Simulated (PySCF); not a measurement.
**Run report: CH6BFGe, geometry relaxation**

System: CH6BFGe, SMILES C[B](F)[GeH3].
Method: PBE0-D3(BJ)/def2-SVP geometry optimisation, gas phase (PySCF 2.14.0).

It belongs to a series of runs on one base structure; here: H on B replaced by CH3.

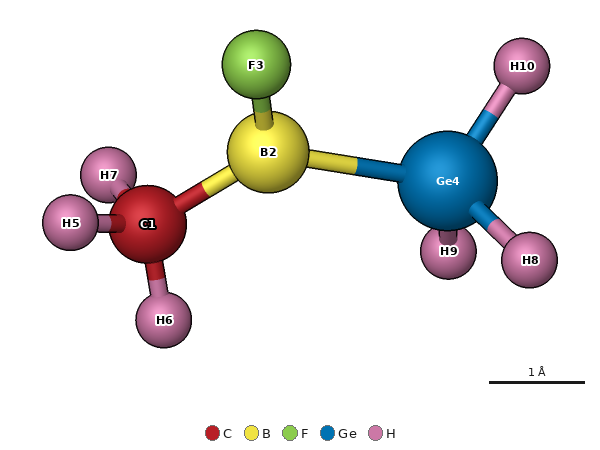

**Figure 1.** The input geometry (ball-and-stick view, seen at a tilt; atoms are numbered from 1 in the order of the input). Sticks mark near contacts. Bond lengths as drawn: B–C 1.56 Å, B–F 1.33 Å, B–Ge 2.06 Å, C–H 1.06 to 1.11 Å and Ge–H 1.46 to 1.49 Å.

### Results in brief

```csv
quantity,value
outcome,converged
total energy,−2242.632097 hartree
dipole moment,1.42 D
point group,C1
hardware,"1 CPU thread, shared host"
wall time,16 s
peak memory,0.41 GiB
```

### The input
```
{"job": {"xc": "PBE0", "basis": "def2-SVP", "d3": "d3bj", "grid": 1, "shake": 0.01, "kind": "geom"}, "charge": 0, "multiplicity": 1}
C     -1.591050    -0.122440     0.131930
B     -0.267650     0.630730    -0.203220
F     -0.337450     1.874760    -0.655700
Ge     1.615600    -0.188940    -0.022330
H     -2.433470     0.577460     0.338390
H     -1.516940    -0.802170     0.944370
H     -1.902130    -0.682190    -0.744880
H      2.340800     0.251390     1.198460
H      1.606910    -1.676690     0.106020
H      2.535810     0.117180    -1.114080
```

The first line tells a small driver script what to run in PySCF; the rest is the geometry in Å.

Launched with:
```bash
OMP_NUM_THREADS=1 python <driver script> task.json out
```

### Log
```
step   0  E = -2242.62513380  max force = 0.031966
step   1  E = -2242.63157652  max force = 0.007150
step   2  E = -2242.63208272  max force = 0.001354
step   3  E = -2242.63209741  max force = 0.000273
optimisation converged
```

### Trajectory as extended XYZ (Å, eV, eV/Å), 4 frames, from step=0 to step=3
```
10
Properties=species:S:1:pos:R:3:forces:R:3 step=0 energy=-61024.93821
C    -1.5911   -0.1224    0.1319   -0.5437   1.6438  -0.3607
B    -0.2676    0.6307   -0.2032   -0.1898  -0.0477   0.0550
F    -0.3375    1.8748   -0.6557   -0.0051   0.1562  -0.0709
Ge    1.6156   -0.1889   -0.0223   -0.8574  -0.0900   0.3506
H    -2.4335    0.5775    0.3384    0.3577  -0.1431  -0.0656
H    -1.5169   -0.8022    0.9444    0.2062  -1.0070   1.0024
H    -1.9021   -0.6822   -0.7449   -0.0592  -0.4650  -0.5679
H     2.3408    0.2514    1.1985    0.3739   0.4931   0.9889
H     1.6069   -1.6767    0.1060   -0.1865  -0.9798   0.0220
H     2.5358    0.1172   -1.1141    0.9038   0.4394  -1.3538
10
Properties=species:S:1:pos:R:3:forces:R:3 step=1 energy=-61025.11353
C    -1.8207   -0.3196    0.1280   -0.0114  -0.2727   0.1966
B    -0.4518    0.3300   -0.2314    0.0683   0.0117  -0.0171
F    -0.4424    1.5695   -0.7111   -0.0057   0.0072   0.0110
Ge    1.4140   -0.5916   -0.0479    0.3677  -0.0826  -0.0619
H    -2.6031    0.4239    0.3313   -0.0602   0.0705  -0.0024
H    -1.7591   -1.0381    0.9690    0.0057   0.1550  -0.2117
H    -2.1458   -0.9062   -0.7545    0.0372   0.0164   0.0332
H     2.1273   -0.0841    1.2478   -0.1347  -0.0880  -0.2513
H     1.3182   -2.1437    0.0756    0.0072   0.2879  -0.0405
H     2.3625   -0.2513   -1.2523   -0.2740  -0.1056   0.3443
10
Properties=species:S:1:pos:R:3:forces:R:3 step=2 energy=-61025.12730
C    -1.8167   -0.3239    0.1306   -0.0312  -0.0126   0.0463
B    -0.4493    0.3326   -0.2285    0.0284  -0.0019  -0.0033
F    -0.4412    1.5731   -0.7056   -0.0232   0.0096   0.0108
Ge    1.4138   -0.5889   -0.0486    0.0696  -0.0001  -0.0245
H    -2.6057    0.4177    0.3311    0.0063  -0.0082  -0.0139
H    -1.7501   -1.0395    0.9645    0.0068   0.0187  -0.0255
H    -2.1328   -0.9121   -0.7523    0.0116  -0.0005  -0.0068
H     2.1230   -0.0885    1.2308   -0.0136   0.0004  -0.0166
H     1.3128   -2.1237    0.0692   -0.0132   0.0068  -0.0081
H     2.3453   -0.2578   -1.2366   -0.0416  -0.0123   0.0415
10
Properties=species:S:1:pos:R:3:forces:R:3 step=3 energy=-61025.12770
C    -1.8155   -0.3259    0.1321   -0.0040  -0.0136   0.0136
B    -0.4486    0.3333   -0.2250   -0.0114   0.0141  -0.0037
F    -0.4490    1.5753   -0.6987    0.0130   0.0111   0.0055
Ge    1.4159   -0.5869   -0.0499    0.0016  -0.0002   0.0001
H    -2.6073    0.4133    0.3286    0.0028  -0.0023  -0.0066
H    -1.7480   -1.0408    0.9650   -0.0021  -0.0062   0.0041
H    -2.1254   -0.9150   -0.7525    0.0060  -0.0049  -0.0044
H     2.1259   -0.0871    1.2274    0.0005   0.0042   0.0046
H     1.3102   -2.1208    0.0654   -0.0092  -0.0053  -0.0027
H     2.3409   -0.2568   -1.2377    0.0028   0.0031  -0.0106
```

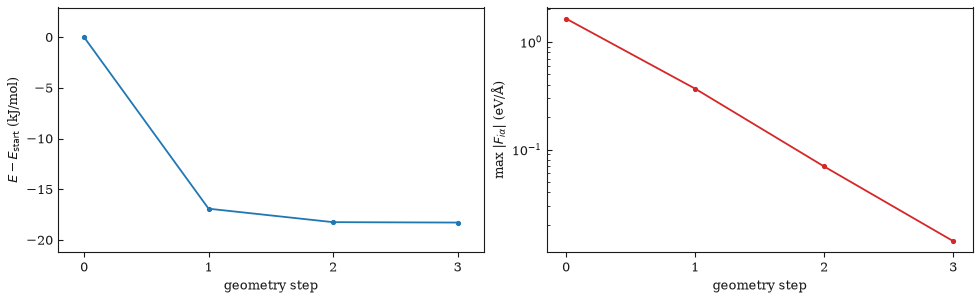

**Figure 2.** Progress of the relaxation, step by step (steps are counted from 0).

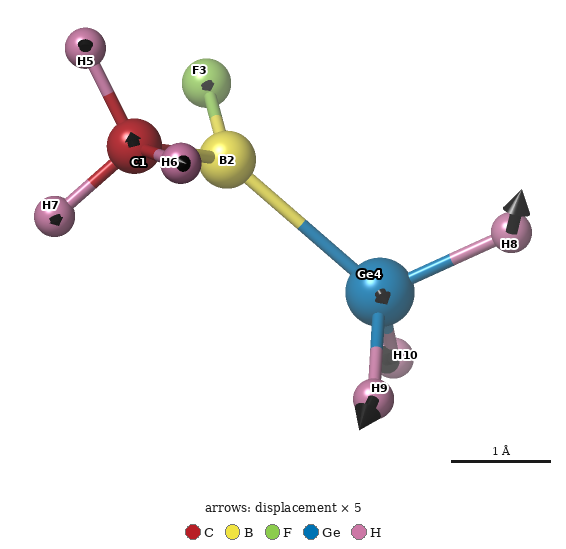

**Figure 3.** The starting structure with the displacements as black arrows, magnified 5 times (ball-and-stick view, seen at a tilt). The two geometries are laid on each other by the best rigid fit. Over 3 geometry steps the energy falls by 18.3 kJ/mol. Largest force component: 1.6 eV/Å at the start, 0.014 eV/Å at the end. The largest move after the best rigid fit is that of H8, 0.095 Å. By element the largest moves are H 0.095 Å, Ge 0.032 Å, C 0.030 Å, F 0.019 Å, B 0.009 Å. Distances before and after: Ge4–H10 1.460 → 1.541 Å, Ge4–H8 1.487 → 1.544 Å, C1–H6 1.062 → 1.100 Å, B2–Ge4 2.062 → 2.087 Å. Among the angles that change: B2–Ge4–H8 113.6° → 109.7°, H8–Ge4–H9 103.1° → 107.0°, B2–Ge4–H10 115.3° → 112.2°. (Atoms are counted from 1 in the order of the input.)
